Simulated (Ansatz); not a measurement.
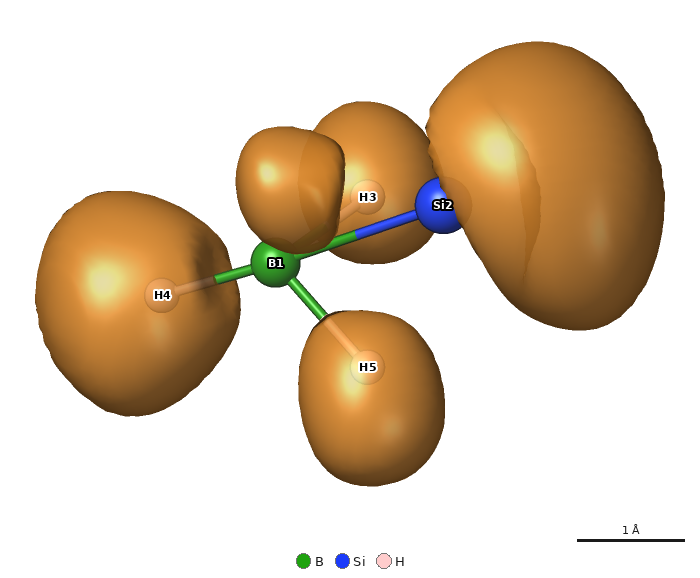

Figure. BH₃Si. Isosurface of the electron localisation function at 0.9 (orange), seen at a tilt. Only the valence region is drawn (cores and ρ < 0.01 e/Å³ removed).

Geometry: BLYP-D3(BJ)/def2-SVP.

The calculation used Ansatz 0.2.0, isolated molecule in a Gaussian basis; Kohn-Sham density functional theory, functional PBE0.

```xyz
5

B    -0.5523    0.4130   -0.0138
Si    0.6720    1.4754   -0.9000
H    -0.8828    0.7275   -1.2623
H    -1.3483   -0.2189    0.6269
H     0.5516   -0.2133   -0.4083
```

### Where are the electrons localised?

The ELF exceeds this value in three regions around hydrogen nuclei and two lobes on Si, pointing away from the bonds (lone pairs). Along the contacts the grid gives the following. Si–B (1.85 Å): the ELF peaks at about 0.75 between the atoms. B–H (1.20 Å): the ELF climbs to about 1 towards the hydrogen, as it does in any bond to H; a covalent bond by its length.
